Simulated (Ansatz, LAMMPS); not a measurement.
# Structural relaxation of a frame of liquid 52SiO2-48Li2O (mol %) from 2790 K (69 atoms)

How does a frame of liquid 52SiO2-48Li2O (mol %) from 2790 K (69 atoms) relax, and what do bonds, charges and levels look like afterwards?

Program: Ansatz 0.2.0. Level of theory: Kohn-Sham DFT, revPBE, PAW (set soft_2), plane waves. Results are calculated unless marked as measured.

## (1) The starting structure

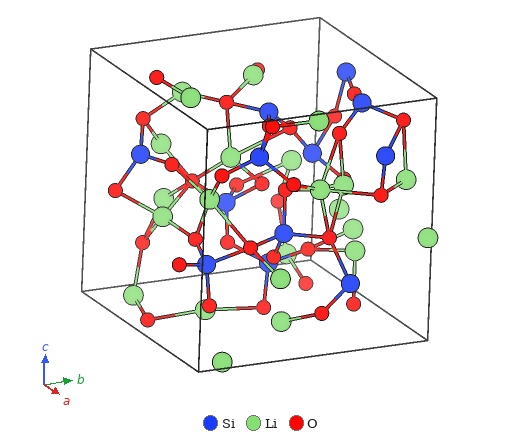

The cell as given, slightly off an axis (silicon blue, lithium green, oxygen red). Bonds to atoms that aren't drawn are left out. Some periodic images of atoms are drawn too.

The cell holds 69 atoms: 12 Si, 22 Li and 35 O. Its edges and angles: a = 9.078 Å, b = 9.078 Å, c = 9.078 Å, α = 90.0°, β = 90.0°, γ = 90.0°. 69 atoms (12 Si, 22 Li, 35 O) placed at random at 2.33 g/cm³, melted at 4000 K for 10 ps at fixed volume with the Morse and Coulomb pair potential with partial charges (Pedone, Malavasi, Menziani, Cormack and Segre, J. Phys. Chem. B 110, 11780 (2006)). Snapshot at the end of a hold of 10 ps at 2790 K and fixed volume.

Limits known from the start: The starting topology of bonds comes from the classical model. The Brillouin zone is sampled at Γ only, in a cell whose shortest periodic width is 9 Å.

## (2) Single point at the start

A single point comes first, to see the forces before anything moves.

Input file input.yaml:

```yaml
crystal:
  lattice:
    - [9.0778, 0.0, 0.0]
    - [0.0, 9.0778, 0.0]
    - [0.0, 0.0, 9.0778]
  atoms:
    - { symbol: Si, position: [0.43049, 0.76262, 0.61441] }
    - { symbol: Si, position: [0.37685, 0.92647, 0.91014] }
    - { symbol: Si, position: [0.71176, 0.82494, 0.90743] }
    - { symbol: Si, position: [0.99151, 0.65624, 0.27688] }
    [... 59 atom lines left out ...]
    - { symbol: O, position: [0.53887, 0.88007, 0.87982] }
    - { symbol: O, position: [0.67521, 0.44094, 0.84928] }
    - { symbol: O, position: [0.60419, 0.51913, 0.27538] }
    - { symbol: O, position: [0.30621, 0.91935, 0.70575] }
    - { symbol: O, position: [0.97519, 0.54405, 0.16288] }
    - { symbol: O, position: [0.25657, 0.84676, 0.00838] }
kpoints:
  mp_grid: { grid: [1, 1, 1] }
hamiltonian:
  xc: revpbe
scf:
  occupations: { method: gaussian, width: 0.025 }
output:
  forces: true
  stress: true
  populations: true
  dos:
    method: { smearing: { sigma: 0.15 } }
    de: 0.1
    projected: { site_lists: { Li: [Li], O: [O], Si: [Si] } }
  eigenvalues: true
```

The run is started by

```console
$ ansatz run input.yaml --threads 4 --pin off --max-ram 8192MiB --backend cpu --events-out ev --progress --plain --runs-dir out
```

Elapsed: 3.1 s, on 4 threads of AMD EPYC 9R45, shared host; peak memory 0.93 GiB; 11 s of CPU time.

The run gave:

| Item | Value |
| --- | --- |
| free energy | -32119.9148 eV |
| free energy per atom | -465.5060 eV/atom |
| SCF cycles | 11 |
| pressure | 14.24 GPa |
| r.m.s. force component | 2.871 eV/Å |
| longest force | 14.11 eV/Å |
| Fermi energy | 5.26 eV |
| gap (highest filled to lowest empty level) | 1.231 eV |
| spilling of the projection | 0.01289 |

The r.m.s. force component of 2.9 eV/Å and the pressure of 14 GPa set the starting point.

Length of the force by element:

```tsv
element	coordination	atoms	mean length of the force (eV/Å)	spread	least	most
Li	all	22	1.54	0.606	0.442	2.89
O	all	35	4.26	3.12	0.611	14.1
Si	all	12	7.08	2.39	3.05	11.3
```

## (3) Relaxation

With the cell held, the atoms are moved downhill towards a nearby minimum.

input.yaml, the sections that differ from step 2:

```yaml
output:
  forces: true
relax:
  f_tol: 0.03
  max_steps: 200
# crystal, kpoints, hamiltonian, scf: as in step 2
```

It took 54 s on 4 threads; peak memory 0.91 GiB.

Relaxation path (22 of 36):

```tsv
step	energy less that of the first step (eV)	largest force component (eV/Å)
1	0.0000	12.5360
3	-19.6623	1.8702
4	-23.1955	0.9737
6	-26.1439	0.7479
8	-28.2843	0.6535
9	-28.9287	0.7018
11	-29.7805	0.5784
13	-30.2920	0.4514
14	-30.4564	0.4314
16	-30.6721	0.1808
18	-30.8169	0.1490
19	-30.8541	0.1643
21	-30.9119	0.2005
23	-31.0041	0.2672
24	-31.0965	0.2051
26	-31.1845	0.2622
28	-31.2872	0.3735
29	-31.3196	0.0836
31	-31.3339	0.0924
33	-31.3302	0.0696
34	-31.3386	0.0484
36	-31.3401	0.0281
```

Relaxation steps 28, 33, 35 were tried and not accepted.

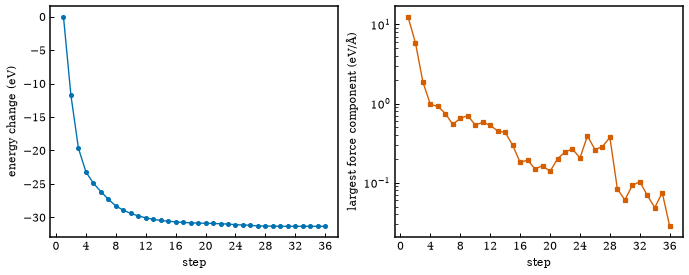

Energy and largest force along the relaxation.

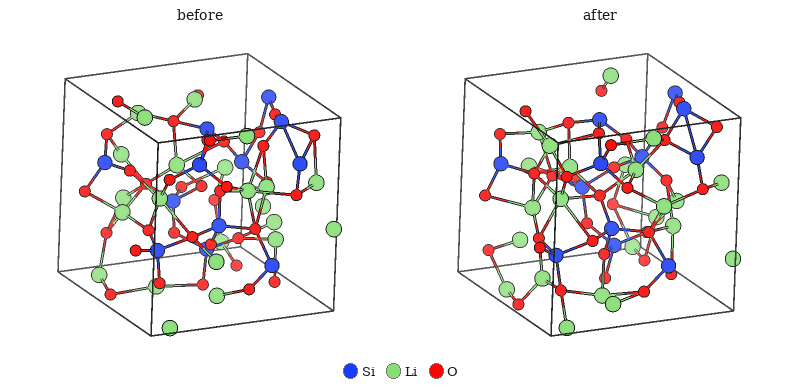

The structure before and after the relaxation, drawn at the same scale. Bonds to atoms that aren't drawn are left out.

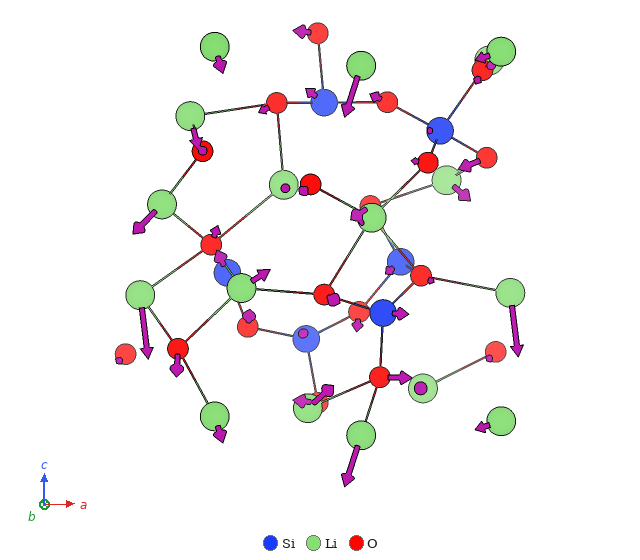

Displacements in the relaxation, scaled; the longest in the cell stands for 1.91 Å. Drawn is a slice 4 Å thick, seen along the normal of the ac plane. Bonds to atoms that aren't drawn are left out.

The atoms that moved most (Å):

```tsv
atom	dx	dy	dz	length
Li34	0.222	-0.201	-1.887	1.910
Li19	-0.442	0.536	-1.539	1.689
Li33	-0.362	-1.376	0.868	1.667
Li21	-0.350	0.199	-1.537	1.589
Li31	-0.761	0.809	-0.899	1.429
Li29	0.639	-1.045	0.724	1.423
Li30	-0.010	0.765	1.012	1.269
O53	-0.477	0.844	0.612	1.146
```

The relaxation changed the energy by -454 meV/atom, and atoms moved by 0.77 Å r.m.s., 1.9 Å at most.

## (4) Structure statistics after relaxation

Bonds before and after, by the cutoffs listed below:

```tsv
pair	bonds before	bonds after	mean before (Å)	mean after (Å)	spread before (Å)	spread after (Å)
O-Li	81	88	2.140	2.049	0.229	0.153
O-Si	48	49	1.642	1.671	0.162	0.079
```

Density 2.33 g/cm³, 10.84 Å³ an atom.

Pair distribution functions g(r), in bins of 0.2 Å:

```tsv
r (Å)	total	O-O	O-Li	O-Si	Li-Li	Li-Si	Si-Si
1.50	0.35	0.00	0.00	2.00	0.00	0.00	0.00
1.70	1.64	0.00	0.00	9.28	0.00	0.00	0.00
1.90	1.64	0.00	4.37	1.25	0.00	0.00	0.00
2.10	0.95	0.00	2.84	0.00	0.26	0.00	0.00
2.30	0.36	0.17	0.82	0.00	0.45	0.00	0.00
2.50	0.52	0.60	0.19	0.00	2.21	0.54	0.68
2.70	1.61	3.85	0.31	0.00	2.38	2.46	0.00
2.90	1.06	1.58	0.69	0.08	0.92	2.65	0.97
3.10	0.94	1.11	0.71	0.29	0.77	1.98	2.56
3.30	1.10	1.31	0.74	1.17	1.04	1.34	1.95
3.50	1.08	0.95	0.89	1.45	0.90	1.75	0.35
3.70	0.97	0.93	1.12	1.25	1.27	0.08	0.29
3.90	0.88	0.48	0.89	1.38	0.97	0.89	0.82
4.10	0.94	0.32	1.26	1.64	0.74	0.53	0.98
4.30	1.20	0.76	1.71	1.62	0.60	0.49	1.35
```

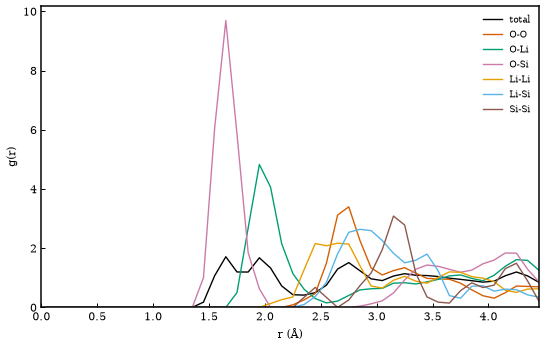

Pair distribution functions, lightly smoothed.

Bonds by pair of elements; cutoffs follow the first minimum of g(r), held within bounds set by covalent radii, and pairs that aren't listed don't count as bonded (cutoffs were set anew for this text, so counts can differ from the run's own analysis):

```tsv
pair A-B	cutoff (Å)	bonds	mean length (Å)	spread (Å)	shortest (Å)	B about A	A about B
O-Li	2.58	88	2.05	0.153	1.83	2.51	4
O-Si	2.16	49	1.67	0.079	1.58	1.4	4.08
```

How many atoms have how many bonded neighbours:

```tsv
element	mean	2	3	4	5	6
Li	4	0	7	9	5	1
O	3.91	2	9	15	8	1
Si	4.08	0	0	11	1	0
```

Bond angles, per cent of each kind in bins of 5°:

```tsv
angle (°)	O-Li-O	Li-O-Si	Li-O-Li	O-Si-O	Si-O-Si
60–65	0.0	0.0	1.0	0.0	0.0
65–70	1.4	0.0	3.1	0.0	0.0
70–75	5.0	1.0	12.4	0.0	0.0
75–80	5.7	2.0	15.5	0.0	0.0
80–85	2.1	8.9	13.4	2.6	0.0
85–90	8.6	5.0	5.1	4.0	0.0
90–95	9.3	7.9	7.2	1.3	12.5
95–100	11.4	11.9	4.1	4.0	0.0
100–105	10.0	7.9	1.0	18.4	0.0
105–110	9.3	6.9	5.1	25.0	0.0
110–115	9.3	11.9	7.2	21.1	6.2
115–120	2.1	7.9	6.2	15.8	12.5
120–125	7.1	6.9	2.1	5.3	6.2
125–130	1.4	3.0	2.1	1.3	12.5
130–135	1.4	4.0	1.0	0.0	0.0
135–140	1.4	1.0	1.0	0.0	12.5
140–145	5.0	2.0	3.1	0.0	6.2
145–150	3.6	2.0	2.1	0.0	6.2
150–155	1.4	3.0	3.1	0.0	18.8
155–160	0.0	2.0	3.1	0.0	0.0
160–165	1.4	3.0	1.0	1.3	0.0
165–170	1.4	2.0	0.0	0.0	0.0
170–175	0.7	0.0	0.0	0.0	0.0
175–180	0.7	0.0	0.0	0.0	6.2
```

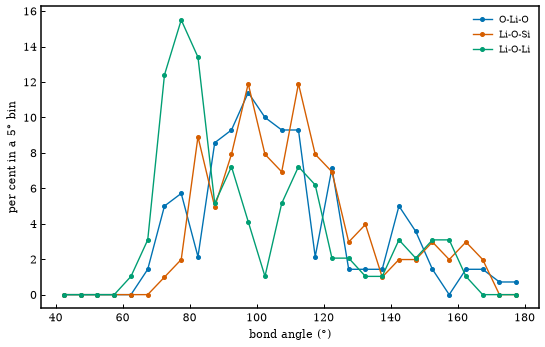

Distributions of the most common bond angles.

Bond angles (no mean is given where the spread exceeds 20°):

```tsv
angle	count	mean (°)	spread (°)
O-Li-O	140	-	-
Li-O-Si	101	-	-
Li-O-Li	97	-	-
O-Si-O	76	109	10.7
Si-O-Si	16	-	-
```

Oxygen atoms by the number of network formers (Si, P, Ge, B, Al, As, Ga) bound to them:

```tsv
network formers bound to O	O atoms	per cent
0	1	2.9
1	20	57.1
2	13	37.1
3	1	2.9
```

Network units: each former by its oxygen neighbours and how many of them bridge to another former:

```tsv
former	O neighbours	bridging O	atoms
Si	4	1	3
Si	4	2	2
Si	4	3	5
Si	4	4	1
Si	5	3	1
```

Bond length by coordination (bonds to H left out):

```tsv
element	coordination	atoms	mean bond length (Å)
Li	3	7	1.96
Li	4	9	2.02
Li	5	5	2.12
Li	6	1	2.21
O	2	2	1.64
O	3	9	1.83
O	4	15	1.91
O	5	8	2.00
O	6	1	1.98
Si	4	11	1.66
Si	5	1	1.78
```

Rings of the network by King's shortest-path rule, up to 12 atoms, one path for each pair of neighbours; H, halogens, alkali and alkaline-earth atoms are left out, and the last column divides by all other atoms, bonded or not:

```tsv
ring size (atoms)	rings	per network atom
4	1	0.021
```

For some of the pairs, g(r) has its first main peak near 2.7 Å (O-O), 2.0 Å (O-Li), 1.6 Å (O-Si), 2.7 Å (Li-Li), 2.9 Å (Li-Si) and 3.2 Å (Si-Si). By these cutoffs 41 % of Li atoms have 4, 43 % of O atoms have 4 and 92 % of Si atoms have 4 bonded neighbours. 37 % of the oxygens bridge two formers (Si) and 57 % are non-bridging; 3 % join three; 3 % join none. The commonest Si unit has 4 oxygens, 3 of them shared with other formers (5 of 12 atoms). All rings counted have 4 atoms.

## (5) Single point at the relaxed geometry

One more single point at the end of the walk gives the fuller output and checks the residual forces.

Input file input.yaml:

```yaml
crystal:
  lattice:
    - [9.0778, 0.0, 0.0]
    - [0.0, 9.0778, 0.0]
    - [0.0, 0.0, 9.0778]
  atoms:
    - { symbol: Si, position: [0.4297, 0.76364, 0.63955] }
    - { symbol: Si, position: [0.41244, 0.94231, 0.94098] }
    - { symbol: Si, position: [0.74551, 0.81807, 0.98671] }
    - { symbol: Si, position: [0.93499, 0.66714, 0.25549] }
    [... 59 atom lines left out ...]
    - { symbol: O, position: [0.58139, 0.87871, 0.95697] }
    - { symbol: O, position: [0.62898, 0.41691, 0.87227] }
    - { symbol: O, position: [0.59589, 0.48808, 0.22713] }
    - { symbol: O, position: [0.36071, 0.90629, 0.74975] }
    - { symbol: O, position: [0.95682, 0.52573, 0.1469] }
    - { symbol: O, position: [0.28545, 0.87438, 0.04088] }
kpoints:
  mp_grid: { grid: [1, 1, 1] }
hamiltonian:
  xc: revpbe
scf:
  occupations: { method: gaussian, width: 0.025 }
output:
  forces: true
  stress: true
  populations: true
  dos:
    method: { smearing: { sigma: 0.1 } }
    de: 0.1
    projected: { site_lists: { Li: [Li], O: [O], Si: [Si] } }
  eigenvalues: true
  write_density: true
  write_potential: true
  volumetric_format: npy
```

Wall time 3 s (4 threads); peak memory 0.93 GiB.

Read from the output:

* free energy: -32151.2549 eV
* free energy per atom: -465.9602 eV/atom
* SCF cycles: 10
* pressure: 2.322 GPa
* r.m.s. force component: 0.00555 eV/Å
* longest force: 0.03805 eV/Å
* Fermi energy: 5.724 eV
* gap (highest filled to lowest empty level): 4.005 eV
* spilling of the projection: 0.01208

Löwdin charges by element and coordination (they lack the spilled electrons, 0.057 e an atom on average):

```tsv
element	coordination	atoms	mean charge (e)	spread	least	most
Li	all	22	0.786	0.0148	0.763	0.814
Li	3	7	0.790	0.017	0.768	0.814
Li	4	9	0.784	0.0146	0.763	0.812
Li	5	5	0.779	0.0084	0.766	0.789
Li	6	1	0.798	0	0.798	0.798
O	all	35	-0.933	0.108	-1.31	-0.729
O	2	2	-0.788	0.014	-0.802	-0.774
O	3	9	-0.855	0.0779	-0.965	-0.729
O	4	15	-0.949	0.0639	-1.01	-0.842
O	5	8	-0.981	0.0619	-1.05	-0.857
O	6	1	-1.31	0	-1.31	-1.31
Si	all	12	1.61	0.0597	1.50	1.70
Si	4	11	1.61	0.0618	1.50	1.70
Si	5	1	1.58	0	1.58	1.58
```

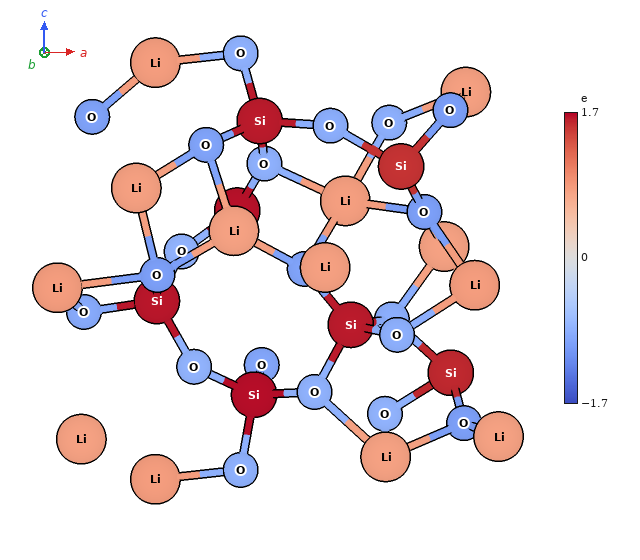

Atoms coloured by Löwdin charge. Drawn is a slice 5 Å thick, seen along the normal of the ac plane. Bonds to atoms that aren't drawn are left out.

States in the cell by windows of 1 eV, zero at the Fermi level; the larger projections on atomic orbitals stand beside the total:

```tsv
from (eV)	to (eV)	total	O p	Si p	Li s
-10	-9	7.7	5.3	0.8	0.0
-9	-8	11.3	8.3	1.5	0.1
-8	-7	11.9	8.8	1.6	0.2
-7	-6	27.7	22.0	2.8	0.6
-6	-5	35.2	30.4	2.0	1.1
-5	-4	40.3	37.2	1.0	0.7
-4	-3	44.7	42.4	0.7	0.4
-3	-2	21.7	20.8	0.2	0.3
-2	-1	1.6	1.5	0.0	0.1
-1	1	0.0	0.0	0.0	0.0
1	2	0.8	0.0	0.0	0.4
2	3	1.2	0.0	0.0	0.6
3	4	5.9	0.7	0.7	2.2
4	5	14.7	1.8	3.3	3.5
```

Between -26 and -10 eV lie 78 more states.

The stored curve holds about 280 of the 324 electrons; the rest, give or take the few that broadening carries across the Fermi level, lie in deeper levels below its range.

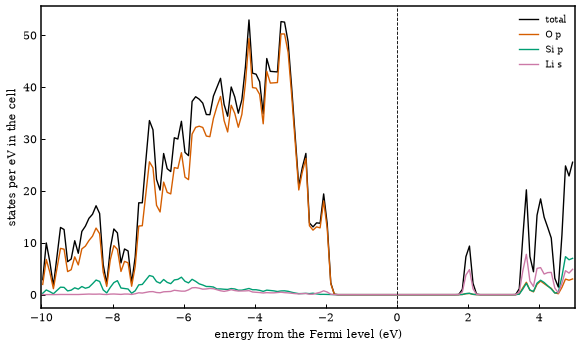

Total and projected density of states, with the broadening of the input.

The levels nearest the highest filled one (over half full), pooled over k-points and spins:

```tsv
level less the highest filled one (eV)	occupation
-0.593	2
-0.538	2
-0.358	2
-0.217	2
-0.0577	2
0	2
4.01	0
5.61	0
5.64	0
5.95	0
6.04	0
6.17	0
```

Mean Löwdin charges: Li +0.79, O -0.93, Si +1.61 e (they miss 1.2 % of the electrons, so they add up to more than the cell's charge). The largest share in the top eV of filled states is O p (97 % of the projected weight), and in the lowest eV of empty states Li s (53 % of the projected weight).

## (6) Outcome

| Quantity | Value |
| --- | --- |
| energy change in the relaxation | -454.2 meV/atom |
| r.m.s. displacement | 0.773 Å |
| largest displacement | 1.91 Å |
| free energy per atom | -465.9602 eV/atom |
| pressure | 2.322 GPa |
| r.m.s. force component | 0.00555 eV/Å |
| gap (highest filled to lowest empty level) | 4.005 eV |
| wall time of the 3 DFT runs | 60 s |

In words: Relaxation lowers the energy by 454 meV/atom and moves atoms by 0.77 Å r.m.s.; the r.m.s. force component goes from 2.9 to 0.0056 eV/Å, the pressure goes from 14 to 2.3 GPa, and the gap from 1.23 to 4.01 eV. By the final cutoffs 22 of 129 bonded pairs parted and 30 joined. First to last step the energy falls by 31.340 eV; the largest move, 1.91 Å, is that of Li34. The O-Li bonds change most in mean length: from 2.140 Å (spread 0.229) to 2.049 Å (spread 0.153), and their number from 81 to 88. With the cutoffs above, 41 % of Li atoms have 4, 43 % of O atoms have 4 and 92 % of Si atoms have 4 bonded neighbours. 37 % of the oxygens bridge two formers (Si) and 57 % are non-bridging; 3 % join three; 3 % join none. Between filled and empty levels lie 4.01 eV (at Γ alone); a semilocal functional tends to put such gaps too low. In a disordered cell it changes from sample to sample and from frame to frame.

**Limits.** The network of bonds at the start is that of the classical potential that made the cell; in DFT 22 of its 129 bonded pairs passed out of the cutoffs and 30 came within them. The pressure of 2.3 GPa means that a free cell would grow at this level.

[Logs are printed without paths, hosts, clocks, repeated set-up lines and the standing remarks that a program may print on its own settings, such as how far it seeks lower states.]

[Hosts, paths, dates, database ids (printed as entryN), source tags and the programs' standing remarks are cut or masked in the printed files.]
